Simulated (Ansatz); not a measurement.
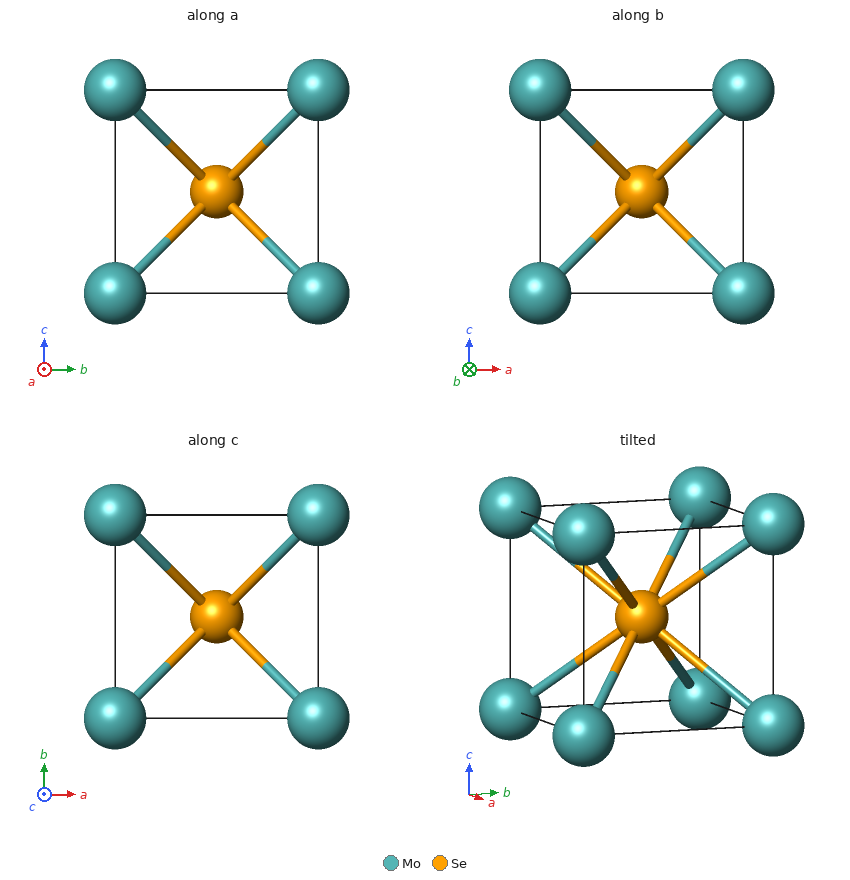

A ball-and-stick picture of a crystal structure, seen along the a axis, along the b axis, along the c axis and slightly off an axis. The lines enclose the conventional unit cell; boundary atoms appear with their images.

Lattice parameters: a = 3.436 Å, b = 3.436 Å, c = 3.436 Å, α = 90.00°, β = 90.00°, γ = 90.00°. Put a along x and b in the xy plane.

Turn the picture into a POSCAR file.

```
Mo Se
1.0
     3.436    0.000    0.000
     0.000    3.436    0.000
     0.000    0.000    3.436
Mo Se
1 1
Direct
  0.0000 0.0000 0.0000
  0.5000 0.5000 0.5000
```

The initial geometry was a structure type filled with these elements by a generator (whether the compound takes this form wasn't checked). Earlier steps of the study, as a rule a relaxation of our own, may have changed the cell and positions, so they can lie some per cent off the listed ones. A calculation with Ansatz used it as input.
